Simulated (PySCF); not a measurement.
# C4H5F3O: runs on many settings, part 2 of 2

PySCF 2.14.0. Atoms count from 0. Earlier steps stand in the parts before.

### Step 6. Indirect couplings: PBE0/Sadlej pVTZ

The job: settings as JSON, then the geometry in Å.

```
{"job": {"kind": "j", "xc": "PBE0", "basis": "Sadlej pVTZ", "scf": {"conv": 1e-11, "guess": "huckel"}}, "charge": 0, "multiplicity": 1}
C      2.467279    -0.336789    -0.369280
O      1.286038     0.410808    -0.628628
C      0.159359     0.017276    -0.055305
F      0.270910    -1.076303     0.724072
C     -1.015107     0.623414    -0.207695
C     -2.264167     0.152672     0.452314
F     -2.799664     1.128170     1.234549
F     -3.223610    -0.134702    -0.468295
H      3.253565     0.159590    -0.932138
H      2.361304    -1.369572    -0.709429
H      2.710792    -0.329590     0.695706
H     -1.087161     1.495785    -0.832932
H     -2.123925    -0.740272     1.079332
```

Method: PBE0/Sadlej pVTZ indirect spin-spin coupling, non-relativistic, gas phase.

Standard output:

```text
final grid: 117712 points
cycle   1  E = -522.6000403923  dE =  3.933e+00  |g| = 6.139e+00  |ddm| = 3.827e+01
cycle   2  E = -509.6561249717  dE =  1.294e+01  |g| = 6.763e+00  |ddm| = 1.045e+02
cycle   3  E = -527.6170897170  dE = -1.796e+01  |g| = 3.006e+00  |ddm| = 1.028e+02
cycle   4  E = -529.5466337783  dE = -1.930e+00  |g| = 9.669e-01  |ddm| = 1.251e+01
cycle   5  E = -529.7106263959  dE = -1.640e-01  |g| = 5.005e-01  |ddm| = 4.415e+00
cycle   6  E = -529.7533664096  dE = -4.274e-02  |g| = 1.882e-01  |ddm| = 9.805e-01
cycle   7  E = -529.7611206827  dE = -7.754e-03  |g| = 7.890e-02  |ddm| = 5.099e-01
cycle   8  E = -529.7624088849  dE = -1.288e-03  |g| = 2.714e-02  |ddm| = 1.863e-01
cycle   9  E = -529.7625371242  dE = -1.282e-04  |g| = 9.208e-03  |ddm| = 1.077e-01
cycle  10  E = -529.7625513480  dE = -1.422e-05  |g| = 2.442e-03  |ddm| = 2.291e-02
cycle  11  E = -529.7625525837  dE = -1.236e-06  |g| = 2.885e-04  |ddm| = 7.615e-03
cycle  12  E = -529.7625525973  dE = -1.362e-08  |g| = 1.661e-04  |ddm| = 1.354e-03
cycle  13  E = -529.7625526027  dE = -5.383e-09  |g| = 3.396e-05  |ddm| = 3.662e-04
cycle  14  E = -529.7625526029  dE = -1.628e-10  |g| = 1.812e-05  |ddm| = 1.022e-04
cycle  15  E = -529.7625526030  dE = -7.708e-11  |g| = 3.343e-06  |ddm| = 4.742e-05
cycle  16  E = -529.7625526030  dE = -1.592e-12  |g| = 1.206e-06  |ddm| = 1.188e-05
converged SCF energy = -529.7625526030

Indirect spin-spin couplings (Hz)
  i      j    bonds     total        FC       PSO       DSO        SD
  0 C    1 O    1     22.484    24.176    -1.563    -0.129         -
  0 C    2 C    2     -2.554    -2.314    -0.214    -0.026         -
  0 C    3 F    3     19.146    19.242    -0.564     0.115     0.353
  0 C    4 C    3      1.224     1.306     0.016    -0.098         -
  0 C    5 C    4      0.982     0.996     0.033    -0.047         -
  0 C    6 F    5     -0.345    -0.326     0.143    -0.198     0.036
  0 C    7 F    5     -0.358    -0.339     0.144    -0.198     0.036
  0 C    8 H    1    136.466   135.808    -0.102     0.760         -
  0 C    9 H    1    132.428   131.752    -0.158     0.834         -
  0 C   10 H    1    132.378   131.701    -0.157     0.834         -
  0 C   11 H    4      0.322     0.440     0.220    -0.338         -
  1 O    2 C    1     32.535    28.052     4.673    -0.189         -
  1 O    3 F    2     32.914    16.395    16.588     0.076    -0.146
  1 O    4 C    2    -12.721   -13.575     0.852     0.003         -
  1 O    5 C    3     -4.613    -4.431    -0.205     0.023         -
  1 O    6 F    4     -2.186    -2.676    -0.535     0.105     0.921
  1 O    7 F    4     -2.174    -2.680    -0.526     0.105     0.927
  1 O    8 H    2    -13.262   -12.556    -0.734     0.028         -
  1 O    9 H    2     -1.103    -0.613    -0.587     0.096         -
  1 O   10 H    2     -1.100    -0.609    -0.587     0.096         -
  1 O   11 H    3     -1.755    -1.948     0.261    -0.069         -
  1 O   12 H    4      0.484     0.327     0.008     0.149         -
  2 C    3 F    1   -368.781  -355.195   -15.619     1.202     0.832
  2 C    4 C    1    115.463   122.343    -7.248     0.368         -
  2 C    5 C    2      5.761     5.915    -0.243     0.089         -
  2 C    6 F    3     11.243    11.739     2.139    -0.108    -2.528
  2 C    7 F    3     11.202    11.692     2.145    -0.107    -2.529
  2 C    8 H    3      9.958    10.131     0.376    -0.548         -
  2 C    9 H    3      1.246     1.382    -0.122    -0.013         -
  2 C   10 H    3      1.252     1.387    -0.123    -0.012         -
  2 C   11 H    2      3.121     4.362    -1.181    -0.061         -
  2 C   12 H    3      1.762     1.987    -0.479     0.254         -
  3 F    4 C    2     18.059    27.831   -17.605    -0.082     7.916
  3 F    5 C    3      6.826     8.387    -1.996     0.275     0.161
  3 F    6 F    4     -3.313     5.789    -7.365    -0.502    -1.236
  3 F    7 F    4     -3.264     5.843    -7.395    -0.497    -1.215
  3 F    8 H    4      2.613     3.522     0.922    -1.669    -0.162
  3 F    9 H    4      1.086     1.392    -0.989     0.824    -0.141
  3 F   10 H    4      1.094     1.396    -0.984     0.823    -0.141
  3 F   11 H    3     20.361    25.750    -3.690    -2.127     0.428
  3 F   12 H    4      0.978     0.649    -1.319     1.855    -0.207
  4 C    5 C    1     65.127    66.738    -1.976     0.366         -
  4 C    6 F    2     28.007    28.452    -2.091     0.089     1.557
  4 C    7 F    2     27.906    28.343    -2.088     0.089     1.562
  4 C    8 H    4     -0.186    -0.087     0.243    -0.341         -
  4 C   11 H    1    152.059   150.674     0.167     1.218         -
  4 C   12 H    2      4.535     4.825    -0.319     0.029         -
  5 C    6 F    1   -298.045  -301.404    -8.846     1.099    11.106
  5 C    7 F    1   -297.998  -301.383    -8.828     1.099    11.114
  5 C    8 H    5      0.236     0.291     0.157    -0.212         -
  5 C    9 H    5     -0.344    -0.318     0.095    -0.122         -
  5 C   10 H    5     -0.344    -0.318     0.095    -0.121         -
  5 C   11 H    2     -4.883    -4.608    -0.309     0.034         -
  5 C   12 H    1    167.427   166.836    -0.994     1.585         -
  6 F    7 F    2    242.523    70.878    97.572    -0.467    74.539
  6 F    9 H    6      1.227     1.387     0.543    -0.794     0.091
  6 F   10 H    6      1.147     1.238     0.362    -0.476     0.023
  6 F   11 H    3      5.773     5.848    -0.271    -0.145     0.341
  6 F   12 H    2     50.568    54.229     0.487    -0.668    -3.480
  7 F    9 H    6      1.164     1.255     0.362    -0.476     0.023
  7 F   10 H    6      1.249     1.407     0.544    -0.794     0.091
  7 F   11 H    3      5.722     5.785    -0.259    -0.152     0.348
  7 F   12 H    2     50.659    54.332     0.479    -0.666    -3.485
  8 H    9 H    2    -11.649   -11.015     1.896    -2.530         -
  8 H   10 H    2    -11.658   -11.024     1.895    -2.529         -
  8 H   12 H    6     -0.250    -0.000     0.744    -0.994         -
  9 H   10 H    2     -9.948    -9.452     1.754    -2.251         -
  9 H   11 H    5     -0.709    -0.382     0.872    -1.199         -
 10 H   11 H    5     -0.709    -0.383     0.869    -1.196         -
 11 H   12 H    3      6.355     7.253     1.771    -2.668         -
```

Wall time 90 s (1 thread of Intel Xeon at 2.70GHz, shared host); peak memory 0.95 GiB.

The basis is not made for couplings: without tight functions at the nuclei these values are rough.

A choice of the couplings up to four bonds, sorted by the number of bonds, with means over like pairs; isotopes 13C, 19F, 1H, 17O:

| pair | bonds | J (Hz) | Fermi contact (Hz) | dihedral (°) |
| --- | --- | --- | --- | --- |
| C2–F3 | 1 | -368.8 | -355.2 | – |
| C5–F6 | 1 | -298.0 | -301.4 | – |
| C5–H12 | 1 | 167.4 | 166.8 | – |
| C4–H11 | 1 | 152.1 | 150.7 | – |
| C0–H8 | 1 | 133.8 | 133.1 | – |
| C2–C4 | 1 | 115.5 | 122.3 | – |
| C4–C5 | 1 | 65.1 | 66.7 | – |
| O1–C2 | 1 | 32.5 | 28.1 | – |
| C0–O1 | 1 | 22.5 | 24.2 | – |
| F6–F7 | 2 | 242.5 | 70.9 | – |
| F6–H12 | 2 | 50.6 | 54.3 | – |
| O1–F3 | 2 | 32.9 | 16.4 | – |
| C4–F6 | 2 | 28.0 | 28.4 | – |
| F3–C4 | 2 | 18.1 | 27.8 | – |
| O1–C4 | 2 | -12.7 | -13.6 | – |
| H8–H9 | 2 | -11.1 | -10.5 | – |
| C2–C5 | 2 | 5.8 | 5.9 | – |
| O1–H8 | 2 | -5.2 | -4.6 | – |
| F3–H11 | 3 | 20.4 | 25.8 | 180 |
| C0–F3 | 3 | 19.1 | 19.2 | 0 |
| C2–F6 | 3 | 11.2 | 11.7 | 122 |
| F3–C5 | 3 | 6.8 | 8.4 | 0 |
| H11–H12 | 3 | 6.4 | 7.3 | -180 |
| F6–H11 | 3 | 5.7 | 5.8 | -58 |
| O1–C5 | 3 | -4.6 | -4.4 | 180 |
| C2–H8 | 3 | 4.2 | 4.3 | – |
| C2–H12 | 3 | 1.8 | 2.0 | 0 |
| F3–F6 | 4 | -3.3 | 5.8 | – |
| O1–F6 | 4 | -2.2 | -2.7 | – |
| F3–H8 | 4 | 1.6 | 2.1 | – |

The spin-dipole term was solved for some atoms only; pairs without it lack that part.

The response was solved for the nuclei of C, F, H alone, so couplings that need other nuclei can be missing.

Quadrupole couplings from the field gradients of the same density:

| atom | isotope | eQq/h (MHz) | η |
| --- | --- | --- | --- |
| O1 | 17O | -10.8 | 0.69 |

Joined with the shifts from before (PBE0/pcSseg-1, scaled to CDCl3), the couplings predict the line list below for 300 MHz.

1H NMR δ 6.50 (m, 1H), 4.37 (m, 1H), 3.85 (d, J = 1.6 Hz, 3H).

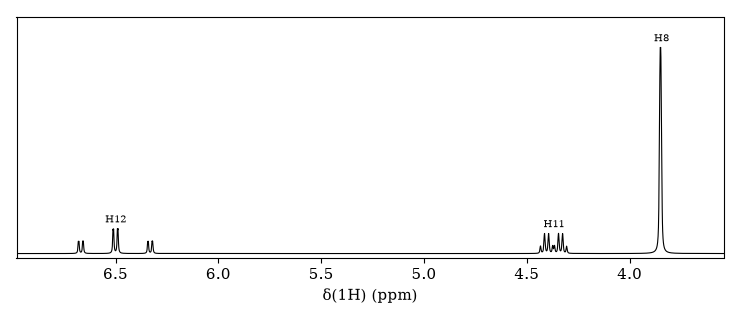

Simulated proton spectrum at 300 MHz, by exact diagonalisation of each spin system; lines 1.2 Hz wide, exchangeable protons uncoupled.

### Step 7. Run by run: NMR shifts

Shifts (ppm) of some atoms, chosen among heavy atoms and hydrogens apart, means over like atoms, with basis size and wall time:

| run | C5 | C4 | H12 | H8 | O1 | F3 | F6 | functions | time |
| --- | --- | --- | --- | --- | --- | --- | --- | --- | --- |
| PBE0/pcSseg-1 | 118.7 | 82.2 | 6.78 | 3.97 | 105.0 | -102.0 | -124.3 | 161 | 28 s |
| LC-wPBE/pcSseg-1 | 119.9 | 85.2 | 6.73 | 3.94 | 93.5 | -82.0 | -105.4 | 161 | 47 s |
| PBE0/pcSseg-0 | 128.9 | 92.0 | 7.50 | 4.31 | 103.4 | -105.0 | -139.8 | 82 | 10 s |

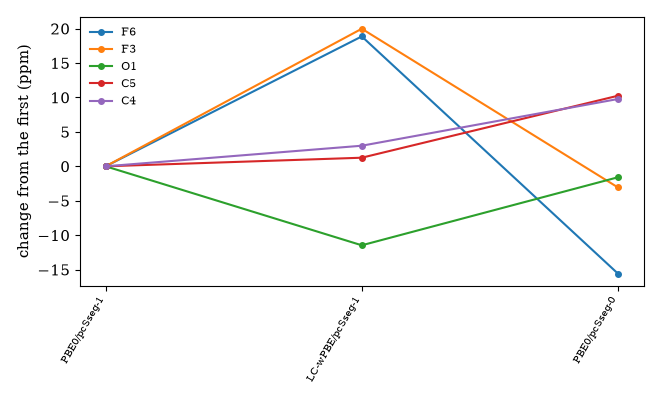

How five of the tabulated atoms move from run to run.

### Step 8. Outcome

The summary covers parts 1 to 2.

| quantity | value |
| --- | --- |
| 13C shifts against TMS (PBE0/pcSseg-1) | 171.3, 118.7, 82.2, 55.2 ppm |
| 1H shifts against TMS (PBE0/pcSseg-1, means over atoms taken as alike) | 6.78, 4.52, 3.97 ppm |
| 17O shifts against H2O (PBE0/pcSseg-1) | 105.0 ppm |
| 19F shifts against CFCl3 (PBE0/pcSseg-1, means over atoms taken as alike) | -102.0, -124.3 ppm |
| lowest singlet (PBE0/def2-SVPD) | 6.44 eV (193 nm), f = 0.021 |
| brightest single state of those computed | state 2, 6.99 eV, f = 0.532 |
| lowest triplet | 4.39 eV |
| largest coupling of the table (PBE0/Sadlej pVTZ) | 1J(C,F) C2–F3, -368.8 Hz |
| range of the shift of F6 | -139.8 to -105.4 ppm |

**Reading.** Single values in the summary come from the first run of each kind that ended normally (PBE0/pcSseg-1; PBE0/def2-SVPD; PBE0/Sadlej pVTZ), which need not be the best level. C2 (alkene carbon bearing oxygen) lies farthest downfield among carbon, at 171.3 ppm; an sp2 carbon further deshielded by the attached heteroatom. The most deshielded hydrogen is H12 (hydrogen on an allylic sp3 CH bonded to 2 F), at 6.78 ppm: its carbon carries F, which withdraws density. At PBE0/pcSseg-1: The largest span, 195 ppm, is at F6, F7, where the paramagnetic term is -174 ppm. The first singlet state (HOMO→LUMO+1 0.96) lies at 6.44 eV and is weak; of the 6 states computed, the strongest absorption comes from state 2 at 6.99 eV. The lowest triplet lies 2.05 eV below the lowest singlet (triplets in Tamm-Dancoff, singlets in full TDDFT). Of the pairs tabulated at PBE0/Sadlej pVTZ, C2–F3 couples most strongly (-368.8 Hz; Fermi contact -355.2 Hz). Couplings across rotatable bonds belong to this one conformer; where others are populated, the observed values are averages. Density functionals describe couplings to fluorine poorly, F–F couplings above all, so those rows are rough. Across the 3 runs the shift of F6 (with its like atoms) moves most, between -139.8 (PBE0/pcSseg-0) and -105.4 ppm (LC-wPBE/pcSseg-1). Most of that comes from the computed reference, not from the atom's own shielding. Couplings from bases without tight functions are rough.
